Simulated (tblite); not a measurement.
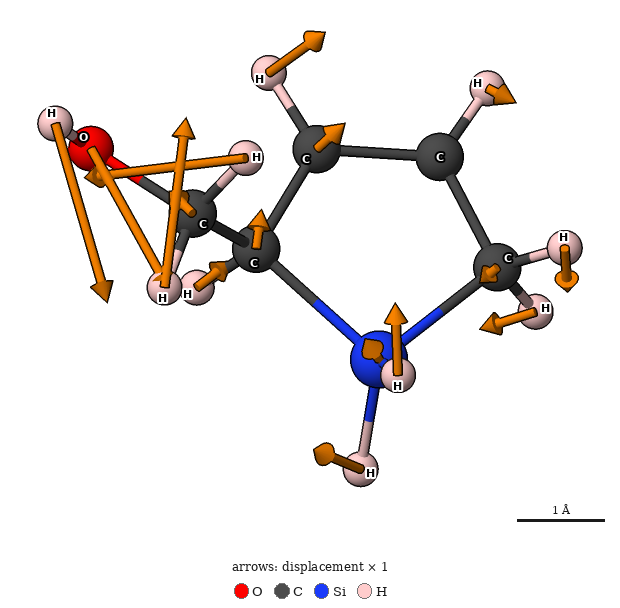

A relaxation of C5H10OSi (charge +1, multiplicity 2). The starting structure is drawn; orange arrows show the displacements, at their true length. The two geometries are superimposed by the best rigid fit.

Style: ball-and-stick. Shown at a tilt.

Theory: GFN2-xTB geometry optimisation, gas phase in tblite. 

Q: What did the optimiser do to the structure, and how much energy did it gain?

A: After 166 geometry steps the energy has fallen by 22.4 kcal/mol. The largest move after the best rigid fit is that of an H atom, 2.41 Å. By element the largest moves are H 2.41 Å, O 2.07 Å, C 0.54 Å, Si 0.44 Å. Some distances before and after: O–Si 4.173 → 2.471 Å, C–Si 1.945 → 2.071 Å, C–C 1.446 → 1.356 Å, C–C 1.507 → 1.434 Å. Among the angles between lasting bonds that change: Si–C–H 107.6° → 94.0°, C–C–C 112.9° → 123.8°, C–Si–C 94.9° → 84.9°. Groups turn about C–C by about 145°. Cost: 1 s on 1 thread of Arm Neoverse V2, on a shared host.
